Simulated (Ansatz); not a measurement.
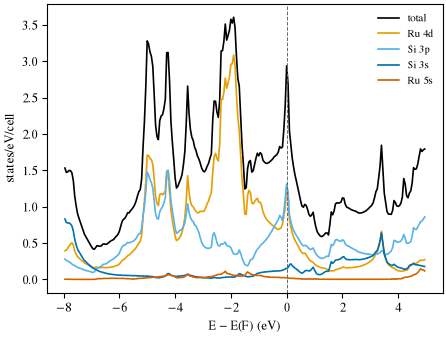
Figure. Total and projected density of states of Si2Ru (fluorite or antifluorite type, space group No. 225), plane-wave PAW LDA (Ansatz code)

Problem. Which orbitals carry the states next to the Fermi level?

Solution. Within 0.5 eV of the Fermi level: Si 3p 45 %, Ru 4d 40 %, Si 3s 8 %. Projections are on Löwdin-orthogonalised atomic valence shells; empty p or d shells of many metals are not among them.

Problem. Where is the tallest occupied peak in this window, and what makes it?

Solution. Near -1.9 eV, about 3.6 states/eV per cell; the largest projected share is Ru 4d.

Space group Fm-3m (fluorite or antifluorite type). A made-up cell: these elements were put on the sites of a structure type; the Crystallography Open Database copy checked does not list it. Its standing as an ambient phase is unchecked. Symmetry was held in the LDA relaxation; whether a distortion lowers the energy is not shown. The run is not spin-polarised. Spin–orbit coupling is left out wherever it is not named.

Potentials: the later of the program's two PAW sets.
